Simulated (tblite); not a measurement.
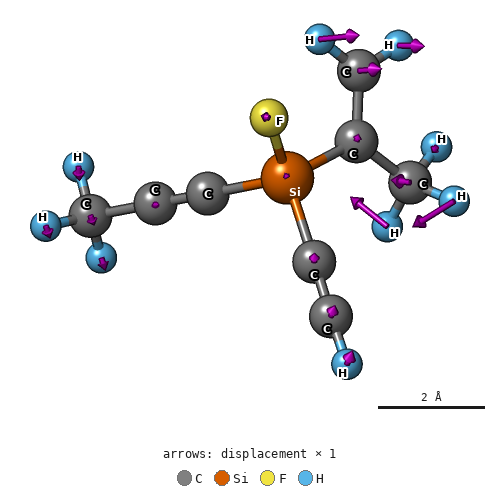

This is a relaxation of C8H9FSi. The starting structure is drawn; purple arrows show the displacements, at their true length. The two geometries are superimposed by the best rigid fit.

A ball-and-stick model, seen from a free direction.

The calculation used GFN2-xTB geometry optimisation, gas phase (tblite). 

**Atoms of which element are displaced furthest, and by how much?**

Hydrogen: up to 1.06 Å, against 0.59 Å for carbon.

**What did the optimiser do to the structure, and how much energy did it gain?**

The largest move after the best rigid fit is that of an H atom, 1.06 Å. Largest moves by element: H 1.06 Å, C 0.59 Å, F 0.19 Å, Si 0.12 Å. Near-neighbour distances that change, for instance: F–Si 1.693 → 1.621 Å, C–Si 1.821 → 1.887 Å, C–C 1.474 → 1.444 Å, C–H 1.118 → 1.090 Å. Bond angles that change, for instance: Si–C–C 125.6° → 116.3°, H–C–H 114.6° → 109.0°, C–C–C 116.8° → 121.6°. Groups turn about C–Si by about 30°. Over 144 geometry steps the energy falls by 36.6 kJ/mol. Cost: 1.1 s on 1 thread of Arm Neoverse V2, on a shared host.
